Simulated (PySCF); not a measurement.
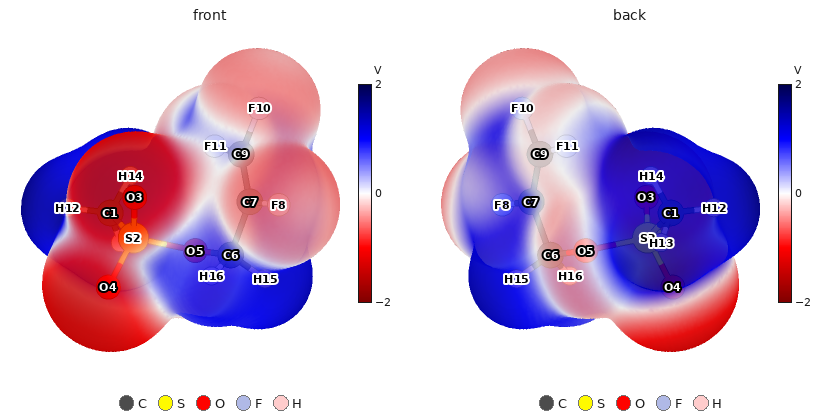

The picture shows: C4H5F3O3S (SMILES CS(=O)(=O)OCC(F)=C(F)F). The electrostatic potential painted on the density surface at 0.002 e/bohr³, seen from the front and from behind; red is negative and blue positive.

Geometry: GFN2-xTB.

Method: PBE0/pcSseg-1, SCF density, gas phase, non-relativistic (PySCF).

```yaml
atoms:
  - { symbol: C, position_ang: [-2.0829, 1.1447, 0.5737] }
  - { symbol: S, position_ang: [-1.2878, -0.4304, 0.2889] }
  - { symbol: O, position_ang: [-0.3757, -0.7714, 1.3321] }
  - { symbol: O, position_ang: [-2.2347, -1.4192, -0.1092] }
  - { symbol: O, position_ang: [-0.4105, 0.0015, -1.0345] }
  - { symbol: C, position_ang: [0.6649, -0.8540, -1.3001] }
  - { symbol: C, position_ang: [1.8752, -0.5405, -0.4650] }
  - { symbol: F, position_ang: [2.8647, -1.4437, -0.5877] }
  - { symbol: C, position_ang: [2.0546, 0.4922, 0.3471] }
  - { symbol: F, position_ang: [3.1430, 0.7188, 1.0630] }
  - { symbol: F, position_ang: [1.1742, 1.4669, 0.5265] }
  - { symbol: H, position_ang: [-2.8297, 1.0095, 1.3448] }
  - { symbol: H, position_ang: [-2.5381, 1.4369, -0.3615] }
  - { symbol: H, position_ang: [-1.3184, 1.8436, 0.8812] }
  - { symbol: H, position_ang: [0.9145, -0.7488, -2.3632] }
  - { symbol: H, position_ang: [0.3791, -1.8969, -1.1058] }
```

Question: Which sites attract a positive test charge, and which a negative one?

Answer: A positive charge is drawn to the negative regions and a negative charge to the positive ones. The most negative region (about −1.4 V) lies over O3 and O4, the most positive (about +1.6 V) over S2, H12 and H13.
